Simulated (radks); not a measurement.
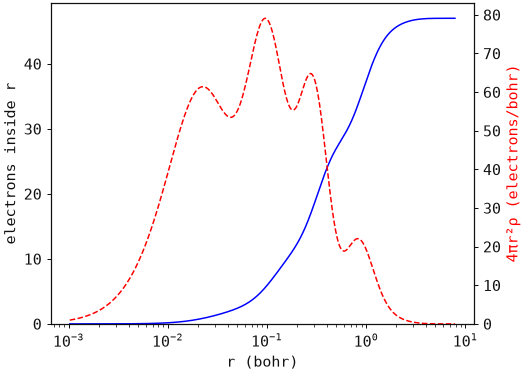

System: In²⁺ (Z = 49, 47 electrons), configuration [Kr] 4d10 5s1 (high spin). Level of theory: non-relativistic Kohn-Sham, exchange-only PBE, spin-polarised, spherical densities, point nucleus. Computed with the in-house radial solver radks.

```
Z 49
configuration [Kr] 4d10 5s1
relativity non-relativistic
functional pbe,
spin polarised
nucleus point
```

Launched within a batch that task.json describes:
```bash
python run_ks.py task.json out
```

The plot shows the number of electrons inside radius r (solid) and the radial density 4πr²ρ (dashed).

> Read the plot.

The count levels off at 47 electrons. Half of them lie within 0.392 bohr, 90 % within 1.35 bohr and 99 % within 2.67 bohr. The radial density has minima at 0.0428, 0.182 and 0.600 bohr, where the count stands at 2.0, 11.3 and 29.0; these part the shells that the density resolves.
